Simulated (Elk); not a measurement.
Band structure of CuZn (Pm-3m, 2 atoms in the cell).

```
CELL_PARAMETERS angstrom
      2.99277     0.00000     0.00000
      0.00000     2.99277     0.00000
      0.00000     0.00000     2.99277
ATOMIC_POSITIONS crystal
  Zn 0.50000 0.50000 0.50000
  Cu 0.00000 0.00000 0.00000
```

Method: Elk with PBE, all-electron FP-LAPW, Elk's shipped species files, APW+lo basis with extra local orbitals.

Settings: xctype = 20; rgkmax = 7.5; stype = 0; swidth = 0.00999582 Ha; ngridk = 7 7 7; gmaxvr = 14 1/bohr; nxlo = 2; lorbcnd = true; rmtscf = 0.96; lmaxi = 3.

The starting cell has typed, rounded lattice constants, without a prior relaxation at this level. Its lattice was rescaled by a random factor within 2.5 % of one. Spin polarisation is off. Values depend on the basis (sphere radii, cutoffs, local orbitals), which need not be converged.

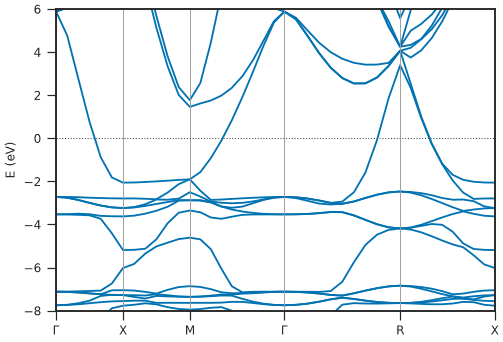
Figure: Bands along the path, energies from the Fermi level.

Levels in eV from the Fermi level, bands 14 to 21:
| point | 14 | 15 | 16 | 17 | 18 | 19 | 20 | 21 |
|---|---|---|---|---|---|---|---|---|
| Γ | -3.53 | -2.72 | -2.72 | -2.72 | 5.88 | 5.88 | 5.88 | 10.80 |
| X | -3.62 | -3.24 | -3.24 | -2.79 | -2.06 | 11.15 | 11.15 | 11.75 |
| M | -2.87 | -2.87 | -2.50 | -1.90 | -1.90 | 1.46 | 1.77 | 13.29 |
| R | -4.18 | -2.47 | -2.47 | 3.39 | 4.06 | 4.06 | 4.06 | 4.25 |

Bands cross the Fermi level along this path, so the cell is metallic at this level.
